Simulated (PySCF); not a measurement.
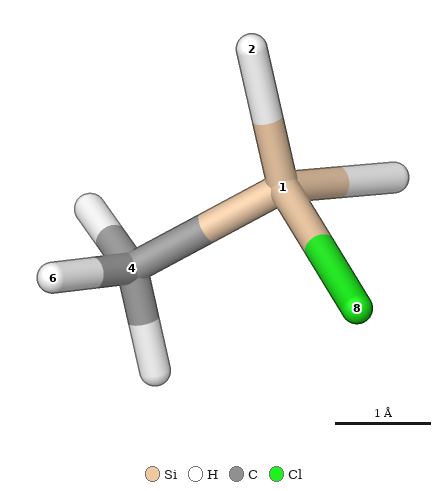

Fig. 1: The input geometry (stick view, seen at a tilt; atoms are numbered from 1 in the order of the input). Bond lengths as drawn: Cl–Si 2.27 Å, C–H 1.17 to 1.18 Å, C–Si 1.94 Å and H–Si 1.60 Å.

# Single-point calculation of CH$_{5}$ClSi

- system: CH$_{5}$ClSi, SMILES [H][Si]([H])(C)Cl
- method: CCSD(T)/6-31G*, RHF (PySCF 2.14.0)

The geometry was optimised with HF/MINAO.

## What the program printed
```
PySCF version 2.14.0

[INPUT] num. atoms = 8
[INPUT] num. electrons = 42
[INPUT] charge = 0
[INPUT] spin (= nelec alpha-beta = 2S) = 0
[INPUT] symmetry False subgroup None
[INPUT] Mole.unit = angstrom
[INPUT] Symbol           X                Y                Z      unit          X                Y                Z       unit  Magmom
[INPUT]  1 Si     0.487661000000  -0.633736000000   0.383584000000 AA    0.921545731632  -1.197587475277   0.724868705765 Bohr   0.0
[INPUT]  2 H      0.476259000000  -0.696872000000   1.983817000000 AA    0.899999074359  -1.316897223878   3.748870811256 Bohr   0.0
[INPUT]  3 H      1.994770000000  -0.667060000000  -0.157132000000 AA    3.769568981499  -1.260560708652  -0.296936445405 Bohr   0.0
[INPUT]  4 C     -0.469376000000   0.926042000000  -0.273492000000 AA   -0.886992089444   1.749965759844  -0.516824977260 Bohr   0.0
[INPUT]  5 H      0.038269000000   1.918037000000   0.100372000000 AA    0.072317929061   3.624564626782   0.189675590575 Bohr   0.0
[INPUT]  6 H     -1.582199000000   0.927793000000   0.100316000000 AA   -2.989922784561   1.753274670289   0.189569765912 Bohr   0.0
[INPUT]  7 H     -0.484683000000   0.949337000000  -1.447090000000 AA   -0.915918127233   1.793986929916  -2.734603777597 Bohr   0.0
[INPUT]  8 Cl    -0.562542000000  -2.492783000000  -0.387178000000 AA   -1.063050313565  -4.710677157972  -0.731660381457 Bohr   0.0

nuclear repulsion = 136.83848638404
number of shells = 32
number of NR pGTOs = 149
number of NR cGTOs = 60
basis = 6-31g*
ecp = {}

******** <class 'pyscf.scf.hf.RHF'> ********
method = RHF
initial guess = minao
damping factor = 0
level_shift factor = 0
DIIS = <class 'pyscf.scf.diis.CDIIS'>
diis_start_cycle = 1
diis_space = 8
diis_damp = 0
SCF conv_tol = 1e-09
SCF conv_tol_grad = None
SCF max_cycles = 50
direct_scf = True
direct_scf_tol = 1e-13
Set gradient conv threshold to 3.16228e-05
Initial guess from minao.
init E= -788.704068599564
  HOMO = -0.32529003777443  LUMO = 0.0367577847971101  gap/eV = 9.85182
cycle= 1 E= -789.143785304189  delta_E= -0.44  |g|= 0.336  |ddm|= 2.07
  HOMO = -0.399434448784526  LUMO = 0.0758344138103695  gap/eV = 12.93272
cycle= 2 E= -789.187276325652  delta_E= -0.0435  |g|= 0.129  |ddm|= 0.619
  HOMO = -0.434230106354437  LUMO = 0.100946349095958  gap/eV = 14.56289
cycle= 3 E= -789.192949493681  delta_E= -0.00567  |g|= 0.0302  |ddm|= 0.182
  HOMO = -0.433778159250169  LUMO = 0.104287753656377  gap/eV = 14.64152
cycle= 4 E= -789.193460780213  delta_E= -0.000511  |g|= 0.00531  |ddm|= 0.0598
  HOMO = -0.434152471752242  LUMO = 0.103570445875637  gap/eV = 14.63219
cycle= 5 E= -789.193475304265  delta_E= -1.45e-05  |g|= 0.00185  |ddm|= 0.00949
  HOMO = -0.434517935877173  LUMO = 0.103477712467191  gap/eV = 14.63961
cycle= 6 E= -789.193477326928  delta_E= -2.02e-06  |g|= 0.000522  |ddm|= 0.0037
  HOMO = -0.434560256756095  LUMO = 0.103549027808992  gap/eV = 14.64270
cycle= 7 E= -789.193477584281  delta_E= -2.57e-07  |g|= 0.000128  |ddm|= 0.00159
  HOMO = -0.434609963738871  LUMO = 0.103541112417371  gap/eV = 14.64384
cycle= 8 E= -789.19347759897  delta_E= -1.47e-08  |g|= 2.27e-05  |ddm|= 0.000427
  HOMO = -0.434604481520237  LUMO = 0.10354415622089  gap/eV = 14.64377
cycle= 9 E= -789.193477599292  delta_E= -3.22e-10  |g|= 4.2e-06  |ddm|= 5.57e-05
  HOMO = -0.434605440385589  LUMO = 0.103543484570565  gap/eV = 14.64378
Extra cycle  E= -789.193477599302  delta_E= -9.55e-12  |g|= 1.48e-06  |ddm|= 8.34e-06
converged SCF energy = -789.193477599302

******** <class 'pyscf.cc.ccsd.CCSD'> ********
CC2 = 0
CCSD nocc = 21, nmo = 60
max_cycle = 50
direct = 0
conv_tol = 1e-07
conv_tol_normt = 1e-05
diis_space = 6
diis_start_cycle = 0
diis_start_energy_diff = 1e+09
Init t2, MP2 energy = -789.547969440601  E_corr(MP2) -0.354491841298875
Init E_corr(CCSD) = -0.354491841300016
cycle = 1  E_corr(CCSD) = -0.384920126052829  dE = -0.0304282848  norm(t1,t2) = 0.0547731
cycle = 2  E_corr(CCSD) = -0.395028812005267  dE = -0.010108686  norm(t1,t2) = 0.0184116
cycle = 3  E_corr(CCSD) = -0.398950395519887  dE = -0.00392158351  norm(t1,t2) = 0.00789841
cycle = 4  E_corr(CCSD) = -0.399608220372084  dE = -0.000657824852  norm(t1,t2) = 0.00189699
cycle = 5  E_corr(CCSD) = -0.39952945774084  dE = 7.87626312e-05  norm(t1,t2) = 0.00054276
cycle = 6  E_corr(CCSD) = -0.399520175808587  dE = 9.28193225e-06  norm(t1,t2) = 0.000131526
cycle = 7  E_corr(CCSD) = -0.39952478214967  dE = -4.60634108e-06  norm(t1,t2) = 4.69109e-05
cycle = 8  E_corr(CCSD) = -0.399525846709925  dE = -1.06456026e-06  norm(t1,t2) = 1.21044e-05
cycle = 9  E_corr(CCSD) = -0.399525629897889  dE = 2.16812037e-07  norm(t1,t2) = 4.76426e-06
cycle = 10  E_corr(CCSD) = -0.399525660702127  dE = -3.08042384e-08  norm(t1,t2) = 1.92959e-06
```

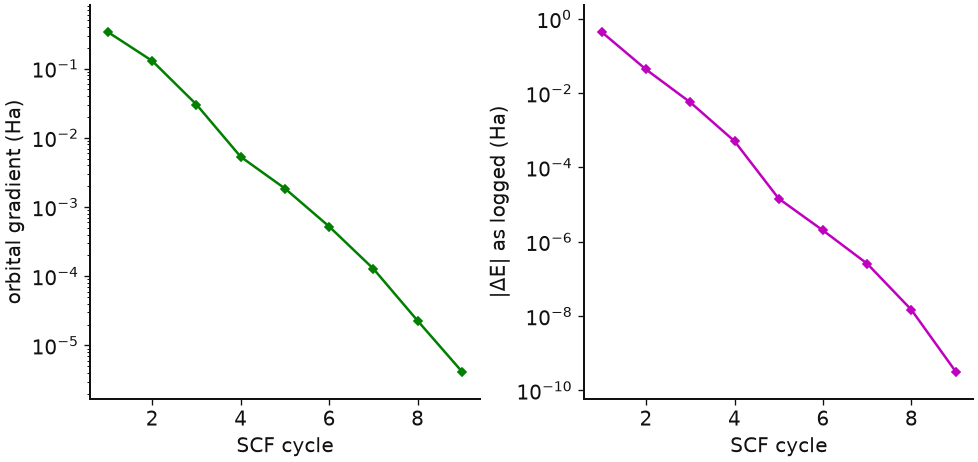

Fig. 2: Convergence of the self-consistent field: orbital gradient and size of the energy change against the SCF cycle. The residual falls at every step.

```
CCSD converged
E(CCSD) = -789.5930032600041  E_corr = -0.3995256607021269
CCSD(T) correction = -0.0105756853319384
Final energy -789.603578945336
**** SCF Summaries ****
Total Energy =                        -789.193477599302014
Nuclear Repulsion Energy =             136.838486384040408
One-electron Energy =                -1362.661948061720068
Two-electron Energy =                  436.629984078377731
Two-electron Coulomb Energy =          491.362577590486865
DFT Exchange-Correlation Energy =      -54.732593512109133
HOMO-LUMO gap [eV] =                    14.643778133229899
**** MO energy ****
MO #1   energy= -104.796808871579  occ= 2
MO #2   energy= -68.8471715107705  occ= 2
MO #3   energy= -11.2652385960978  occ= 2
MO #4   energy= -10.5346435576306  occ= 2
MO #5   energy= -8.0027048277512   occ= 2
MO #6   energy= -8.00034008751464  occ= 2
MO #7   energy= -8.00033400205289  occ= 2
MO #8   energy= -6.19736620980994  occ= 2
MO #9   energy= -4.30381745952487  occ= 2
MO #10  energy= -4.30241699844385  occ= 2
MO #11  energy= -4.30199562017609  occ= 2
MO #12  energy= -1.05922375963958  occ= 2
MO #13  energy= -0.938713882132011 occ= 2
MO #14  energy= -0.68973067654637  occ= 2
MO #15  energy= -0.562710228924547 occ= 2
MO #16  energy= -0.560639175545796 occ= 2
MO #17  energy= -0.493854408721252 occ= 2
MO #18  energy= -0.488498760933896 occ= 2
MO #19  energy= -0.484260160806661 occ= 2
MO #20  energy= -0.43592363714659  occ= 2
MO #21  energy= -0.434605440385589 occ= 2
MO #22  energy= 0.103543484570565  occ= 0
MO #23  energy= 0.151497980813541  occ= 0
MO #24  energy= 0.194073906667902  occ= 0
MO #25  energy= 0.194623223899656  occ= 0
MO #26  energy= 0.243997097949781  occ= 0
MO #27  energy= 0.256241254438144  occ= 0
MO #28  energy= 0.261796520429166  occ= 0
MO #29  energy= 0.370033505974542  occ= 0
MO #30  energy= 0.375992589714256  occ= 0
MO #31  energy= 0.404873965092157  occ= 0
MO #32  energy= 0.459202368471976  occ= 0
MO #33  energy= 0.614135389952324  occ= 0
MO #34  energy= 0.628665672083375  occ= 0
MO #35  energy= 0.65229117954931   occ= 0
MO #36  energy= 0.756593342734077  occ= 0
MO #37  energy= 0.757136022190876  occ= 0
MO #38  energy= 0.77452948451061   occ= 0
MO #39  energy= 0.849872388926018  occ= 0
MO #40  energy= 0.853804960580763  occ= 0
MO #41  energy= 0.864271684619915  occ= 0
MO #42  energy= 0.950193086560052  occ= 0
MO #43  energy= 0.953573976705358  occ= 0
MO #44  energy= 1.02463999992971   occ= 0
MO #45  energy= 1.08158570165879   occ= 0
MO #46  energy= 1.08713678943298   occ= 0
MO #47  energy= 1.13656151093337   occ= 0
MO #48  energy= 1.17010507493757   occ= 0
MO #49  energy= 1.17253894025264   occ= 0
MO #50  energy= 1.19917789242219   occ= 0
MO #51  energy= 1.201880050326     occ= 0
MO #52  energy= 1.25542918836293   occ= 0
MO #53  energy= 1.32413946735237   occ= 0
MO #54  energy= 1.41206233667302   occ= 0
MO #55  energy= 1.48199902801366   occ= 0
MO #56  energy= 1.99251836222299   occ= 0
MO #57  energy= 1.99545135673285   occ= 0
MO #58  energy= 2.41702583009295   occ= 0
MO #59  energy= 2.45434904766383   occ= 0
MO #60  energy= 2.45970011585446   occ= 0
 ** Mulliken pop on meta-lowdin orthogonal AOs  **
 ** Mulliken pop  **
pop of  0 Si 1s           2.00000
pop of  0 Si 2s           1.99993
pop of  0 Si 3s           1.08570
pop of  0 Si 4s           0.00495
pop of  0 Si 2px          2.00000
pop of  0 Si 2py          1.99999
pop of  0 Si 2pz          2.00000
pop of  0 Si 3px          0.72950
pop of  0 Si 3py          0.55221
pop of  0 Si 3pz          0.77219
pop of  0 Si 4px          0.01232
pop of  0 Si 4py          0.01356
pop of  0 Si 4pz          0.01197
pop of  0 Si 3dxy         0.01078
pop of  0 Si 3dyz         0.00639
pop of  0 Si 3dz^2        0.01800
pop of  0 Si 3dxz         0.00659
pop of  0 Si 3dx2-y2      0.01257
pop of  1 H 1s            1.09883
pop of  1 H 2s            0.00109
pop of  2 H 1s            1.09883
pop of  2 H 2s            0.00109
pop of  3 C 1s            1.99998
pop of  3 C 2s            1.11010
pop of  3 C 3s            0.00075
pop of  3 C 2px           1.11218
pop of  3 C 2py           1.13447
pop of  3 C 2pz           1.10328
pop of  3 C 3px           0.00096
pop of  3 C 3py           0.00085
pop of  3 C 3pz           0.00093
pop of  3 C 3dxy          0.00174
pop of  3 C 3dyz          0.00089
pop of  3 C 3dz^2         0.00244
pop of  3 C 3dxz          0.00098
pop of  3 C 3dx2-y2       0.00149
pop of  4 H 1s            0.89887
pop of  4 H 2s            0.00445
pop of  5 H 1s            0.89328
pop of  5 H 2s            0.00492
pop of  6 H 1s            0.89328
pop of  6 H 2s            0.00492
pop of  7 Cl 1s           2.00000
pop of  7 Cl 2s           1.99998
pop of  7 Cl 3s           1.90012
pop of  7 Cl 4s           0.00105
pop of  7 Cl 2px          2.00000
pop of  7 Cl 2py          1.99999
pop of  7 Cl 2pz          2.00000
pop of  7 Cl 3px          1.87359
pop of  7 Cl 3py          1.68956
pop of  7 Cl 3pz          1.91666
pop of  7 Cl 4px          0.00149
pop of  7 Cl 4py          0.00112
pop of  7 Cl 4pz          0.00163
pop of  7 Cl 3dxy         0.00287
pop of  7 Cl 3dyz         0.00178
pop of  7 Cl 3dz^2        0.00086
pop of  7 Cl 3dxz         0.00062
pop of  7 Cl 3dx2-y2      0.00143
 ** Mulliken atomic charges  **
charge of    0Si =      0.76336
charge of    1H =     -0.09992
charge of    2H =     -0.09992
charge of    3C =     -0.47104
charge of    4H =      0.09668
charge of    5H =      0.10180
charge of    6H =      0.10180
charge of    7Cl =     -0.39276
Dipole moment(X, Y, Z, Debye):  0.89692,  3.07851,  0.67902
```

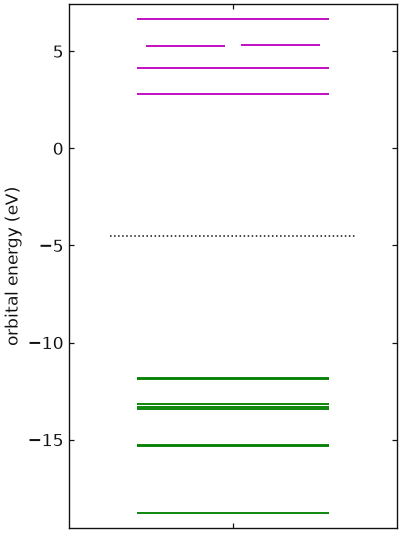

Fig. 3: Orbital energies near the frontier (SCF reference); the dotted line parts filled from empty levels, and levels within 0.02 eV of each other stand side by side. Highest filled −11.83 eV, lowest empty 2.82 eV, 14.65 eV apart.

This output came from the following input.

## The input (input.py)
```python
from pyscf import gto, cc

mol = gto.M(
    atom='''
Si   0.487661  -0.633736   0.383584
H    0.476259  -0.696872   1.983817
H    1.994770  -0.667060  -0.157132
C   -0.469376   0.926042  -0.273492
H    0.038269   1.918037   0.100372
H   -1.582199   0.927793   0.100316
H   -0.484683   0.949337  -1.447090
Cl  -0.562542  -2.492783  -0.387178
''',
    verbose=4,
    max_memory=1860,
    basis='6-31g*',
    spin=0,
    charge=0,
)

calc0 = mol.RHF()
calc0.kernel()

mycc = cc.CCSD(calc0)
mycc.kernel()
e_t = mycc.ccsd_t()
etot = mycc.e_tot + e_t
print('Final energy', etot)
calc0.analyze()
```

Run as:
```bash
OMP_NUM_THREADS=1 python input.py
```

## Results in brief

| quantity | value |
| --- | --- |
| outcome | converged |
| total energy | −789.603579 hartree |
| SCF energy | −789.193478 hartree |
| correlation energy | −0.410101 hartree |
| (T) correction | −0.010576 hartree |
| basis functions | 60 |
| T1 diagnostic | 0.007 |
| HOMO of the SCF reference | −11.83 eV |
| LUMO of the SCF reference | 2.82 eV |
| hardware | 1 thread of Arm Neoverse V2, 24 GiB of memory available, shared host |
| wall time | 20 s |
| peak memory | 0.31 GiB |
